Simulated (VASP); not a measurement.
Data:

```
Si
1.0
    0.00000     2.71787     2.71787
    2.71787     0.00000     2.71787
    2.71787     2.71787     0.00000
Si
2
Direct
  0.00000   0.00000   0.00000
  0.25000   0.25000   0.25000
```

Level of theory: PBEsol GGA, VASP's PBE PAW potentials (set 64) (plane waves; VASP). Numerical set-up: 520 eV cut-off, 9×9×9 Γ-centred mesh, tetrahedra with Blöchl corrections, potentials Si.

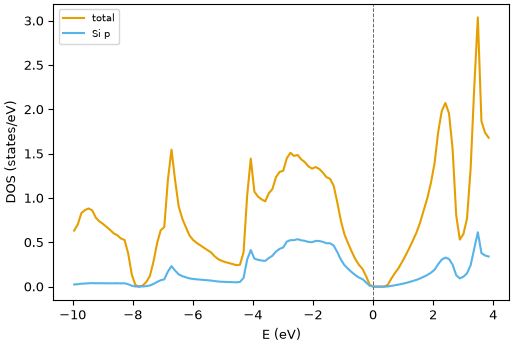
Total and projected density of states, zero at the valence-band maximum

Within 2 eV below the valence-band maximum the largest weight inside VASP's projection spheres is Si p.

It has a band gap.

The compound is Si in the diamond structure. It was relaxed first.
